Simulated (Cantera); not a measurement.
Charge: 1 mol Al₂O₃, a varied amount of Cl₂, 48 mol H₂, at 1477 °C and 13000 Pa.

These are equilibrium values from Cantera (NASA tables, ideal gas, pure condensed phases), not measurements of a reactor. Candidate condensed phases: Al, AlCl₃, Al₂O₃, H₂O; 29 gas species. The tables' values for AlCl₂ are old estimates; treat these amounts as uncertain. Rates play no part.

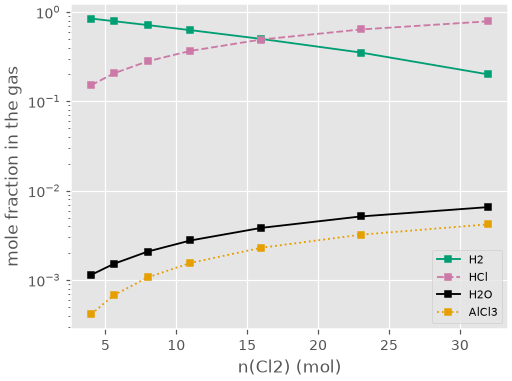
Equilibrium gas composition (values under 1e-9 drawn at 1e-9)

Question: Read off the mole fractions at 16 mol Cl₂.

Answer: H₂ about 0.50, HCl about 0.49, H₂O about 0.0038, AlCl₃ about 0.0023.
